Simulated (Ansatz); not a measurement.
# CH5AlFGa: up Jacob's ladder to CCSD(T), part 2 of 2

Ansatz 0.2.0, Gaussian basis; functionals in def2-TZVPP, the program's frozen cores in correlated methods. The steps go on from the part before.

### 14 CAM-B3LYP-D4 (range-separated)

Input file in.yaml:

```yaml
crystal:
  periodic: [false, false, false]
  atoms:
    - {symbol: F, position_ang: [-0.825983, 1.576883, -0.989864]}
    - {symbol: C, position_ang: [0.544972, 1.427943, -0.719607]}
    - {symbol: Al, position_ang: [0.859745, -0.267930, 0.267328]}
    - {symbol: Ga, position_ang: [-1.170608, -1.663616, 0.765079]}
    - {symbol: H, position_ang: [0.868047, 2.313810, -0.157604]}
    - {symbol: H, position_ang: [1.075991, 1.466404, -1.679595]}
    - {symbol: H, position_ang: [2.371753, -0.596572, 0.657006]}
    - {symbol: H, position_ang: [-1.704024, -2.770040, -0.227087]}
    - {symbol: H, position_ang: [-2.019895, -1.486882, 2.084344]}
basis:
  gaussian: {orbitals: def2-TZVPP}
hamiltonian: {xc: {name: CAM-B3LYP}, dispersion: d4}
output: {orbitals: {seedname: orbitals}}
```

The run is started by

```console
> ansatz run in.yaml --threads 4 --pin off --events-out ev --progress --plain --max-ram 10444MiB
```

The program printed, shortened:

```text
Functional definition: CAM-B3LYP
  name "CAM-B3LYP"
  cite "Yanai, Tew & Handy, Chem. Phys. Lett. 393, 51 (2004) doi:10.1016/j.cplett.2004.06.011"
  cite "Iikura, Tsuneda, Yanai & Hirao, J. Chem. Phys. 115, 3540 (2001) doi:10.1063/1.1383587"
  cite "Becke, Phys. Rev. A 38, 3098 (1988) doi:10.1103/PhysRevA.38.3098"
  cite "Lee, Yang & Parr, Phys. Rev. B 37, 785 (1988) doi:10.1103/PhysRevB.37.785"
  cite "Vosko, Wilk & Nusair, Can. J. Phys. 58, 1200 (1980) doi:10.1139/p80-159"
[...]
  # Exact exchange under (alpha + beta erf(omega r))/r, Becke's under what is left of 1/r.
[...]
1322 factors; their error is unknown
327 factors; integrals over basis functions are off by at most 1.5e-5 eV
[...]
mean field -62813.12050445 eV, -2308.3396022762 hartree, gradient 3.2e-5 eV, S^2 0.000000; 0 other end points of the search recorded, 0 dependent functions left out
reference -62813.12065552 eV, -2308.3396078282 hartree; 32, 32 occupied and 190, 190 virtual orbitals, 1322 factors
Total energy: -62813.26182261 eV, -2308.3447956229 hartree
```

Wall time 3.2 s (4 threads of Arm Neoverse V1, shared host); peak memory 0.62 GiB.

With the free atoms at this level, -62786.767 eV in sum, the atomisation energy is 26.495 eV. HOMO -8.23 eV, LUMO -1.13 eV.

### 15 LC-ωPBE (range-separated)

Changes to in.yaml since step 14:

```diff
@@ -14,3 +14,3 @@
   gaussian: {orbitals: def2-TZVPP}
-hamiltonian: {xc: {name: CAM-B3LYP}, dispersion: d4}
+hamiltonian: {xc: {name: LC-wPBE}}
 output: {orbitals: {seedname: orbitals}}
```

Launched as before.

The program printed, shortened:

```text
Functional definition: LC-wPBE
  name "LC-wPBE"
  cite "Vydrov & Scuseria, J. Chem. Phys. 125, 234109 (2006) doi:10.1063/1.2409292"
  cite "Heyd & Scuseria, J. Chem. Phys. 120, 7274 (2004) doi:10.1063/1.1668634"
  cite "Ernzerhof & Perdew, J. Chem. Phys. 109, 3313 (1998) doi:10.1063/1.476928"
  cite "Perdew, Burke & Ernzerhof, Phys. Rev. Lett. 77, 3865 (1996) doi:10.1103/PhysRevLett.77.3865"
  parent pbe
[...]
1268 factors; their error is unknown
421 factors; integrals over basis functions are off by at most 2.9e-5 eV
[...]
mean field -62799.79972549 eV, -2307.8500726787 hartree, gradient 5.8e-5 eV, S^2 0.000000; 0 other end points of the search recorded, 0 dependent functions left out
reference -62799.79972550 eV, -2307.8500726790 hartree; 32, 32 occupied and 190, 190 virtual orbitals, 1268 factors
Total energy: -62799.79972550 eV, -2307.8500726790 hartree
```

Wall time 2.3 s (4 threads of Arm Neoverse V1, shared host); peak memory 0.39 GiB.

Atomisation energy: 26.449 eV (free atoms -62773.351 eV, run apart). HOMO -9.51 eV, LUMO 0.03 eV.

### 16 ωB97X-V (range-separated)

Changes to in.yaml since step 15:

```diff
@@ -14,3 +14,3 @@
   gaussian: {orbitals: def2-TZVPP}
-hamiltonian: {xc: {name: LC-wPBE}}
+hamiltonian: {xc: {name: wB97X-V}}
 output: {orbitals: {seedname: orbitals}}
```

Same command.

The program printed, shortened:

```text
Functional definition: wB97X-V
  name "wB97X-V"
  cite "Mardirossian & Head-Gordon, Phys. Chem. Chem. Phys. 16, 9904 (2014) doi:10.1039/C3CP54374A"
  cite "Becke, J. Chem. Phys. 107, 8554 (1997) doi:10.1063/1.475007"
  cite "Vydrov & Van Voorhis, J. Chem. Phys. 133, 244103 (2010) doi:10.1063/1.3521275"
[...]
      + integral(e_c_pw_opposite_spin*poly(b97_u_opposite, cos0, cos1)) + vv10(b, c)
1322 factors; their error is unknown
316 factors; integrals over basis functions are off by at most 1.0e-5 eV
[...]
mean field -62803.87157518 eV, -2307.9997103948 hartree, gradient 7.9e-5 eV, S^2 0.000000; 0 other end points of the search recorded, 0 dependent functions left out
reference -62803.87157277 eV, -2307.9997103063 hartree; 32, 32 occupied and 190, 190 virtual orbitals, 1322 factors
Total energy: -62803.87157277 eV, -2307.9997103063 hartree
```

It took 6.5 s on 4 threads of Arm Neoverse V1, shared host; peak memory 0.68 GiB.

Atomisation energy: 26.601 eV (free atoms -62777.270 eV, run apart). HOMO -9.19 eV, LUMO -0.12 eV.

### 17 ωB97M-V (range-separated)

Changes to in.yaml since step 16:

```diff
@@ -14,3 +14,3 @@
   gaussian: {orbitals: def2-TZVPP}
-hamiltonian: {xc: {name: wB97X-V}}
-output: {orbitals: {seedname: orbitals}}
+hamiltonian: {xc: {name: wB97M-V}}
+output: {forces: true, orbitals: {seedname: orbitals}}
```

Same command.

The program printed, shortened:

```text
Functional definition: wB97M-V
  name "wB97M-V"
  cite "Mardirossian & Head-Gordon, J. Chem. Phys. 144, 214110 (2016) doi:10.1063/1.4952647"
  cite "Becke, J. Chem. Phys. 107, 8554 (1997) doi:10.1063/1.475007"
  cite "Vydrov & Van Voorhis, J. Chem. Phys. 133, 244103 (2010) doi:10.1063/1.3521275"
  # Of w^i u^j: cxij and so on, Table III.
[...]
  gx(w, u) = 1 - cx + cx01*u + cx10*w
  gss(w, u) = css00 + css04*u^4 + css10*w + css20*w^2 + css43*w^4*u^3
  gos(w, u) = cos00 + cos10*w + (cos20 + cos21*u)*w^2 + (cos60 + cos61*u)*w^6
[...]
      + integral(e_c_pw_mod_opposite_spin*gos(b97_w_opposite, b97_u_opposite)) + vv10(b, c)
1306 factors; their error is unknown
316 factors; integrals over basis functions are off by at most 1.0e-5 eV
[...]
Total energy: -62806.16186820 eV, -2308.0838771109 hartree
Atom 0 at    -0.825983     1.576883    -0.989864 Å, force    -0.272630     0.002911    -0.038815 eV/Å
Atom 1 at     0.544972     1.427943    -0.719607 Å, force     0.373757    -0.013881     0.058516 eV/Å
Atom 2 at     0.859745    -0.267930     0.267328 Å, force     0.026030    -0.049756     0.030418 eV/Å
Atom 3 at    -1.170608    -1.663616     0.765079 Å, force    -0.009838     0.010534    -0.007399 eV/Å
Atom 4 at     0.868047     2.313810    -0.157604 Å, force    -0.025429    -0.071503    -0.062411 eV/Å
Atom 5 at     1.075991     1.466404    -1.679595 Å, force    -0.045871     0.011247     0.086718 eV/Å
Atom 6 at     2.371753    -0.596572     0.657006 Å, force    -0.161762     0.037264    -0.042605 eV/Å
Atom 7 at    -1.704024    -2.770040    -0.227087 Å, force     0.044192     0.092668     0.088782 eV/Å
Atom 8 at    -2.019895    -1.486882     2.084344 Å, force     0.071551    -0.019484    -0.113203 eV/Å
Dipole moment:     0.372157     0.005937     0.047849 e Å
```

It took 10 s on 4 threads of Arm Neoverse V1, shared host; peak memory 0.77 GiB.

Atomisation energy: 26.388 eV (free atoms -62779.774 eV, run apart). HOMO -8.97 eV, LUMO -0.34 eV.

### 18 B2PLYP (double hybrid)

Changes to in.yaml since step 17:

```diff
@@ -14,3 +14,2 @@
   gaussian: {orbitals: def2-TZVPP}
-hamiltonian: {xc: {name: wB97M-V}}
-output: {forces: true, orbitals: {seedname: orbitals}}
+hamiltonian: {xc: {name: B2PLYP}}
```

The command is unchanged.

The program printed, shortened:

```text
Functional definition: B2PLYP
  name "B2PLYP"
  cite "Grimme, J. Chem. Phys. 124, 034108 (2006) doi:10.1063/1.2148954"
  cite "Becke, Phys. Rev. A 38, 3098 (1988) doi:10.1103/PhysRevA.38.3098"
  cite "Lee, Yang & Parr, Phys. Rev. B 37, 785 (1988) doi:10.1103/PhysRevB.37.785"
[...]
1356 factors; integrals over basis functions are off by at most 9.2e-4 eV
[...]
mean field -62788.81961220 eV, -2307.4465609579 hartree, gradient 9.7e-7 eV, S^2 0.000000; 0 other end points of the search recorded, 0 dependent functions left out
16 core orbitals not correlated: weight in the atoms' cores, before any rotation towards them, 1.000 or more for the frozen orbitals, at most 0.000 for the correlated occupied ones
reference -62788.81980759 eV, -2307.4465681384 hartree; 16, 16 occupied and 190, 190 virtual orbitals, 1356 factors
second order -23.99177469 eV of doubles, -0.00000000 eV of singles
Total energy: -62795.29758676 eV, -2307.6846221320 hartree
```

Run time: 4.4 s. Hardware: 4 threads of Arm Neoverse V1, shared host; peak memory 0.54 GiB.

With the free atoms at this level, -62769.299 eV in sum, the atomisation energy is 25.999 eV.

### 19 PBE-QIDH (double hybrid)

Changes to in.yaml since step 18:

```diff
@@ -14,2 +14,2 @@
   gaussian: {orbitals: def2-TZVPP}
-hamiltonian: {xc: {name: B2PLYP}}
+hamiltonian: {xc: {name: PBE-QIDH}}
```

Launched as before.

The program printed, shortened:

```text
Functional definition: PBE-QIDH
  name "PBE-QIDH"
  cite "Brémond, Sancho-García, Pérez-Jiménez & Adamo, J. Chem. Phys. 141, 031101 (2014) doi:10.1063/1.4890314"
  cite "Perdew, Burke & Ernzerhof, Phys. Rev. Lett. 77, 3865 (1996) doi:10.1103/PhysRevLett.77.3865"
[...]
1356 factors; integrals over basis functions are off by at most 9.2e-4 eV
[...]
mean field -62777.40289706 eV, -2307.0270044151 hartree, gradient 2.3e-6 eV, S^2 0.000000; 0 other end points of the search recorded, 0 dependent functions left out
16 core orbitals not correlated: weight in the atoms' cores, before any rotation towards them, 1.000 or more for the frozen orbitals, at most 0.000 for the correlated occupied ones
reference -62777.40291237 eV, -2307.0270049777 hartree; 16, 16 occupied and 190, 190 virtual orbitals, 1356 factors
second order -22.24547065 eV of doubles, -0.00000000 eV of singles
Total energy: -62784.81806926 eV, -2307.2995069670 hartree
```

Wall time 4.8 s (4 threads of Arm Neoverse V1, shared host); peak memory 0.54 GiB.

With the free atoms at this level, -62758.655 eV in sum, the atomisation energy is 26.163 eV.

### 20 Frontier levels by functional

Dipoles come from the runs that computed forces. Levels are read from the orbital files that the runs wrote:

| functional | HOMO (eV) | LUMO (eV) | gap (eV) | dipole (D) |
| --- | --- | --- | --- | --- |
| LDA (SPW92) | -6.04 | -3.12 | 2.92 |  |
| PBE-D4 | -5.93 | -2.87 | 3.06 | 1.59 |
| revPBE-D4 | -5.88 | -2.74 | 3.14 |  |
| BLYP-D4 | -5.80 | -2.77 | 3.03 |  |
| r2SCAN-D4 | -6.17 | -2.65 | 3.52 | 1.69 |
| B97M-V | -6.25 | -2.85 | 3.40 |  |
| PBE0-D4 | -6.99 | -2.07 | 4.92 |  |
| B3LYP-D4 | -6.81 | -2.30 | 4.50 | 1.80 |
| r2SCANh-D4 | -6.56 | -2.37 | 4.19 |  |
| r2SCAN0-D4 | -7.14 | -1.96 | 5.18 |  |
| HSE06-D4 | -6.59 | -2.44 | 4.16 |  |
| BHLYP-D4 | -7.93 | -1.28 | 6.65 |  |
| CAM-B3LYP-D4 | -8.23 | -1.13 | 7.11 |  |
| LC-ωPBE | -9.51 | 0.03 | 9.53 |  |
| ωB97X-V | -9.19 | -0.12 | 9.07 |  |
| ωB97M-V | -8.97 | -0.34 | 8.63 | 1.80 |

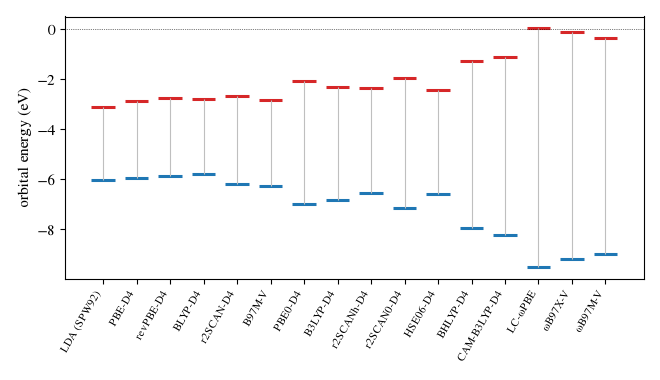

Highest occupied (blue) and lowest empty (red) level by functional.

### 21 CCSD(T) in def2-SVP

Changes to in.yaml since step 19:

```diff
@@ -13,3 +13,3 @@
 basis:
-  gaussian: {orbitals: def2-TZVPP}
-hamiltonian: {xc: {name: PBE-QIDH}}
+  gaussian: {orbitals: def2-SVP}
+correlation: {method: ccsd_t}
```

The command is unchanged.

The program printed, shortened:

```text
Functional definition: HF
  name "HF"
  cite "Fock, Z. Phys. 61, 126 (1930) doi:10.1007/BF01340294"
  parent pbe
[...]
1017 factors; integrals over basis functions are off by at most 1.3e-3 eV
[...]
mean field -62719.63441500 eV, -2304.9040518563 hartree, gradient 3.4e-6 eV, S^2 0.000000; 0 other end points of the search recorded, 0 dependent functions left out
16 core orbitals not correlated: weight in the atoms' cores, before any rotation towards them, 1.000 or more for the frozen orbitals, at most 0.000 for the correlated occupied ones
reference -62719.63441500 eV, -2304.9040518563 hartree; 16, 16 occupied and 71, 71 virtual orbitals, 1017 factors
second order -16.24158081 eV of doubles, -0.00000000 eV of singles
cycle   1  -16.48619391 eV  change   -2.4e-1 eV  update   1.1e-1
[...]
cycle  10  -17.16338438 eV  change   -1.3e-5 eV  update   1.3e-5
perturbative correction -0.43606080 eV, -0.0160249389 hartree
Total energy: -62737.23386019 eV, -2305.5508195375 hartree
```

It took 4.3 s on 4 threads of Arm Neoverse V1, shared host; peak memory 0.42 GiB.

### 22 CCSD(T) in def2-TZVPP

Changes to in.yaml since step 21:

```diff
@@ -13,3 +13,4 @@
 basis:
-  gaussian: {orbitals: def2-SVP}
+  gaussian: {orbitals: def2-TZVPP}
 correlation: {method: ccsd_t}
+output: {orbitals: {seedname: orbitals}}
```

Launched as before.

The program printed, shortened:

```text
Functional definition: HF
  name "HF"
  cite "Fock, Z. Phys. 61, 126 (1930) doi:10.1007/BF01340294"
  parent pbe
[...]
1356 factors; integrals over basis functions are off by at most 9.2e-4 eV
[...]
mean field -62733.38385134 eV, -2305.4093343220 hartree, gradient 1.8e-6 eV, S^2 0.000000; 0 other end points of the search recorded, 0 dependent functions left out
16 core orbitals not correlated: weight in the atoms' cores, before any rotation towards them, 1.000 or more for the frozen orbitals, at most 0.000 for the correlated occupied ones
reference -62733.38385134 eV, -2305.4093343220 hartree; 16, 16 occupied and 190, 190 virtual orbitals, 1356 factors
second order -19.75068853 eV of doubles, -0.00000000 eV of singles
cycle   1  -19.90703206 eV  change   -1.6e-1 eV  update   1.1e-1
[...]
cycle  10  -20.66470682 eV  change   -1.6e-5 eV  update   1.7e-5
perturbative correction -0.70871986 eV, -0.0260449743 hartree
Total energy: -62754.75727802 eV, -2306.1947932648 hartree
```

It took 100 s on 4 threads of Arm Neoverse V1, shared host; peak memory 3.4 GiB.

### 23 MP2 in def2-QZVPP

Changes to in.yaml since step 22:

```diff
@@ -13,4 +13,3 @@
 basis:
-  gaussian: {orbitals: def2-TZVPP}
-correlation: {method: ccsd_t}
-output: {orbitals: {seedname: orbitals}}
+  gaussian: {orbitals: "def2-QZVPP.json"}
+correlation: {method: mp2}
```

The command is unchanged.

The program printed:

```text
Functional definition: HF
  name "HF"
  cite "Fock, Z. Phys. 61, 126 (1930) doi:10.1007/BF01340294"
  parent pbe
  exchange = exact_x
  correlation = 0
2579 factors; integrals over basis functions are off by at most 8.4e-4 eV
mean field evaluation 1: about -62732.6020 eV, gradient 2.7e1 eV
mean field evaluation 2: about -62732.6693 eV, gradient 2.7e1 eV
mean field evaluation 4: about -62734.8053 eV, gradient 3.8e0 eV
mean field evaluation 8: about -62734.8510 eV, gradient 3.1e-1 eV
mean field -62734.85126783 eV, -2305.4632608833 hartree, gradient 1.0e-6 eV, S^2 0.000000; 0 other end points of the search recorded, 0 dependent functions left out
16 core orbitals not correlated: weight in the atoms' cores, before any rotation towards them, 1.000 or more for the frozen orbitals, at most 0.000 for the correlated occupied ones
reference -62734.85126783 eV, -2305.4632608833 hartree; 16, 16 occupied and 391, 391 virtual orbitals, 2579 factors
second order -27.61188818 eV of doubles, -0.00000000 eV of singles
Total energy: -62762.46315601 eV, -2306.4779790580 hartree
```

Run time: 19 s. Hardware: 4 threads of Arm Neoverse V1, shared host; peak memory 2.1 GiB.

The pieces so far (eV):

```csv
basis,HF,MP2 correlation,CCSD correlation,(T),total
def2-SVP,-62719.6344,-16.2416,-17.1634,-0.4361,-62737.2339
def2-TZVPP,-62733.3839,-19.7507,-20.6647,-0.7087,-62754.7573
def2-QZVPP,-62734.8513,-27.6119,,,-62762.4632 (MP2)
```

The report of the def2-TZVPP run gives T1 = 0.0128.

### 24 From triple and quadruple zeta to the limit

No new run: Hartree-Fock is extrapolated as exp(−7.88√X) and correlation as X^−2.97, with X = 3 and 4; only MP2 was run in the larger set, so CCSD(T) minus MP2 is added from the smaller one.

```
  level  energy at the limit (eV)
     HF               -62735.0534
    MP2               -62768.4884
   CCSD               -62769.4024
CCSD(T)               -62770.1111
```

This is no true limit for total energies: MP2 correlation changes by a factor of 1.40 from triple to quadruple zeta (about 1.07 in light molecules), because outer-core shells are correlated in sets not made for them. Much of that cancels between molecule and atoms or ions.

### 25 RPA on PBE orbitals

Changes to in.yaml since step 23:

```diff
@@ -13,3 +13,4 @@
 basis:
-  gaussian: {orbitals: "def2-QZVPP.json"}
-correlation: {method: mp2}
+  gaussian: {orbitals: def2-TZVPP}
+hamiltonian: {xc: pbe}
+correlation: {method: rpa}
```

The command is unchanged.

The program printed, shortened:

```text
Functional definition: PBE
  name "PBE"
  cite "Perdew, Burke & Ernzerhof, Phys. Rev. Lett. 77, 3865 (1996) doi:10.1103/PhysRevLett.77.3865"
  parent pbe
[...]
1356 factors; integrals over basis functions are off by at most 9.2e-4 eV
[...]
mean field -62795.08187605 eV, -2307.6766949096 hartree, gradient 2.0e-6 eV, S^2 0.000000; 0 other end points of the search recorded, 0 dependent functions left out
16 core orbitals not correlated: weight in the atoms' cores, before any rotation towards them, 1.000 or more for the frozen orbitals, at most 0.000 for the correlated occupied ones
reference -62731.52072806 eV, -2305.3408658041 hartree; 16, 16 occupied and 190, 190 virtual orbitals, 1356 factors
Total energy: -62764.18306134 eV, -2306.5411844129 hartree
```

It took 3.8 s on 4 threads of Arm Neoverse V1, shared host; peak memory 0.46 GiB.

RPA correlation: -32.662 eV. No RPA run of the hydrogen atom was made, so RPA has no atomisation energy below.

### 26 Atomisation energies

Free atoms (1 F, 1 C, 1 Al, 1 Ga, 5 H) were run apart at each level; the atomisation energy is their sum less the molecule, without zero-point or spin-orbit terms.

Differences are taken before rounding.

```
            method             rung  atoms, summed (eV)  atomisation energy (eV)  from CCSD(T)/CBS (eV)   time
       LDA (SPW92)              LDA          -62641.637                   30.074                 +3.596  1.1 s
            PBE-D4              GGA          -62768.667                   26.573                 +0.095    2 s
         revPBE-D4              GGA          -62779.003                   25.945                 -0.533  1.6 s
           BLYP-D4              GGA          -62786.380                   26.097                 -0.381  1.9 s
         r2SCAN-D4         meta-GGA          -62781.578                   26.530                 +0.052    4 s
            B97M-V         meta-GGA          -62771.808                   26.743                 +0.265    9 s
           PBE0-D4           hybrid          -62770.895                   26.220                 -0.259  2.7 s
          B3LYP-D4           hybrid          -62787.256                   26.254                 -0.225  3.9 s
        r2SCANh-D4           hybrid          -62781.209                   26.359                 -0.120  4.4 s
        r2SCAN0-D4           hybrid          -62780.680                   26.119                 -0.359  4.2 s
          HSE06-D4           hybrid          -62770.508                   26.233                 -0.246  2.9 s
          BHLYP-D4           hybrid          -62783.207                   25.656                 -0.822  2.8 s
      CAM-B3LYP-D4  range-separated          -62786.767                   26.495                 +0.017  3.2 s
           LC-ωPBE  range-separated          -62773.351                   26.449                 -0.030  2.3 s
           ωB97X-V  range-separated          -62777.270                   26.601                 +0.123  6.5 s
           ωB97M-V  range-separated          -62779.774                   26.388                 -0.090   10 s
            B2PLYP    double hybrid          -62769.299                   25.999                 -0.479  4.4 s
          PBE-QIDH    double hybrid          -62758.655                   26.163                 -0.315  4.8 s
     HF/def2-TZVPP     wavefunction          -62714.115                   19.269                 -7.209       
    MP2/def2-TZVPP     wavefunction          -62727.083                   26.052                 -0.426       
   CCSD/def2-TZVPP     wavefunction          -62728.484                   25.564                 -0.914       
  CCSD(T)/def2-SVP     wavefunction          -62712.289                   24.945                 -1.533  4.3 s
CCSD(T)/def2-TZVPP     wavefunction          -62728.866                   25.892                 -0.587  100 s
           MP2/CBS     wavefunction          -62741.850                   26.639                 +0.160       
       CCSD(T)/CBS     wavefunction          -62743.633                   26.478                      0  2 min
```

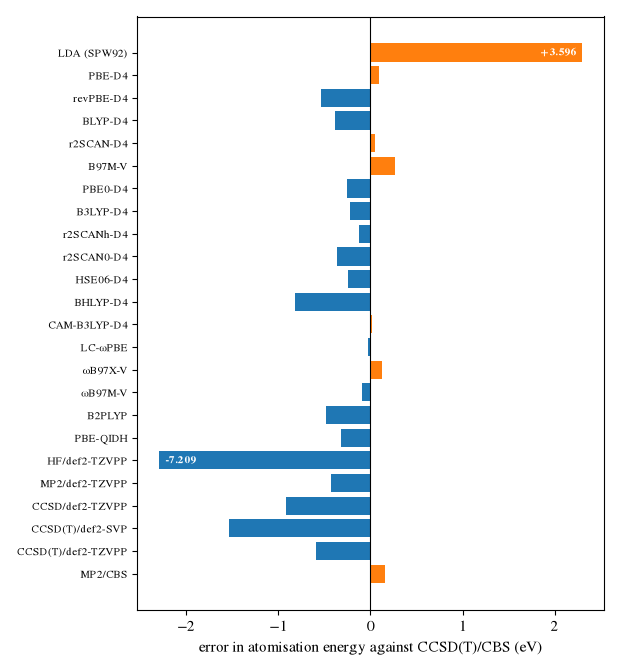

Error of each method against CCSD(T)/CBS. Bars with a number in them are cut short.

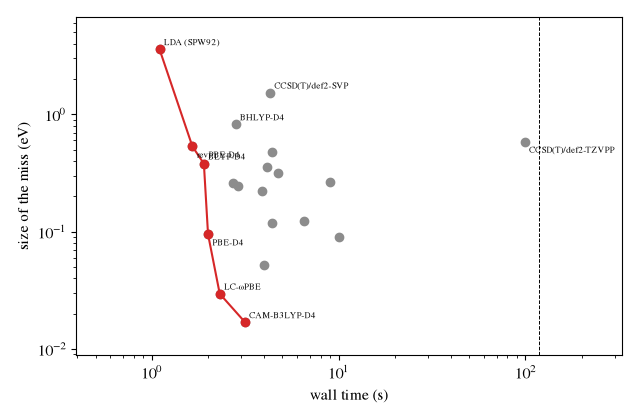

Miss against cost. Red marks the levels that no quicker level drawn beats (of those quicker than the yardstick), and the dashed line is the time of CCSD(T)/CBS. Only those levels and the largest misses are named. Times are from a shared host.

LDA (SPW92), LC-ωPBE, B2PLYP, PBE-QIDH carry no dispersion term (for B3LYP, D4 adds 0.257 eV).

Times are those of the molecule's run; HF, MP2 and CCSD come out of the CCSD(T) runs, and the limit's time is the sum of the runs that it needs.

### 27 Outcome

What follows sums up all 2 parts.

| quantity | value |
| --- | --- |
| atomisation energy, CCSD(T)/CBS | 26.478 eV |
| functionals within 0.265 eV (1.0 %) | PBE-D4, r2SCAN-D4, PBE0-D4, B3LYP-D4, r2SCANh-D4, HSE06-D4, CAM-B3LYP-D4, LC-ωPBE, ωB97X-V, ωB97M-V |
| farthest beyond LDA | BHLYP-D4 (-0.822 eV) |
| mean size of error, GGA | 0.337 eV |
| mean size of error, meta-GGA | 0.158 eV |
| mean size of error, hybrid | 0.338 eV |
| mean size of error, range-separated | 0.065 eV |
| mean size of error, double hybrid | 0.397 eV |
| gap, smallest and largest | 2.92 eV (LDA (SPW92)), 9.53 eV (LC-ωPBE) |
| T1 diagnostic | 0.0128 |
| triples share of the correlation energy | 3.3 % |

In words: The LDA atomisation energy is off by 3.596 eV (14 %): it overbinds. PBE-D4 is off by +0.095 eV. Double hybrids carry the basis error of their MP2 part in triple zeta, and no dispersion term here, so their miss is partly the set-up's. The rungs range-separated, meta-GGA miss on average by less than the doubt on the reference (0.265 eV), so they tie. The reference freezes the cores and leaves out relativity and excitations past (T), and its outer-core shells are covered unevenly, so misses under about 0.265 eV can't be ranked. Hartree-Fock recovers 73 % of the binding; the rest is correlation. CCSD(T) in def2-SVP is off by -1.533 eV, which most functionals beat. Orbital gaps span 2.9 to 9.5 eV; exact exchange widens them. Correlated methods include outer-core shells of Ga, which these sets cover unevenly.

CAM-B3LYP-D4 reaches 0.017 eV from the reference in 3.2 s, where CCSD(T)/CBS took 2 min; the quickest level in the cost chart, LDA (SPW92), takes 1.1 s and misses by 3.596 eV.
